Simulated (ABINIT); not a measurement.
# Converging the k-point mesh at a smearing width of 0.02 eV: Pb (Fm-3m, 1 atom in the cell)

```xyz
1
Lattice="0.0000 2.4676 2.4676 2.4676 0.0000 2.4676 2.4676 2.4676 0.0000" Properties=species:S:1:pos:R:3 pbc="T T T"
Pb     0.0000     0.0000     0.0000
```

Computed with PBE, norm-conserving pseudopotentials (PseudoDojo nc-sr-05 PBE standard) (plane waves; ABINIT 10.0.3).

Base settings: pseudos = [Pb.upf]; ecut = 844 eV; ixc = 11; occopt = 7; tsmear = 0.1 eV; ngkpt = 8 8 8; nshiftk = 1; shiftk = 0 0 0; potentials = PseudoDojo nc-sr-05 PBE standard; nband = 12.

In this ladder: tsmear = 0.02 eV.

Only quantities that move along the ladder and can be compared are tabulated.

The count of work is k-points × plane waves × bands × iterations; it is no time. Core times come from one kind of shared machine, to one figure; runs under 30 s give none.

The starting cell has typed, rounded lattice constants, without a prior relaxation at this level. Its lattice was rescaled by up to half a per cent.

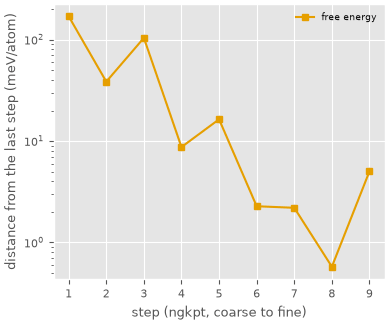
Fig. 1. Distance from the last step along the ladder; very small values are drawn at a floor.

```tsv
ngkpt	free energy less the last step's (meV/atom)	pressure (GPa)	count of work / last	core time / last (rough)
4 4 4	169.67	2.17	0.021	–
5 5 5	38.49	2.24	0.030	–
6 6 6	103.90	3.61	0.048	–
7 7 7	-8.72	3.20	0.061	–
9 9 9	-16.38	2.59	0.11	–
10 10 10	2.28	2.41	0.14	–
13 13 13	2.20	2.70	0.26	–
15 15 15	-0.58	2.60	0.37	0.3
18 18 18	5.03	2.65	0.59	0.7
22 22 22	0.00	2.76	1.0	1
```

Coarsest ngkpt that holds the free energy within 2 meV/atom: not settled: the last two steps still differ by 5.0 meV/atom, over half the tolerance, so the ladder does not show it.

Coarsest ngkpt that holds the pressure within 0.2 GPa: not settled: the last two steps still differ by 0.11 GPa, over half the tolerance, so the ladder does not show it.

Two neighbours can agree and both be off: 10 10 10 and 13 13 13 differ by 0.08 meV/atom in the free energy, yet lie about 2.2 meV/atom from the last step.
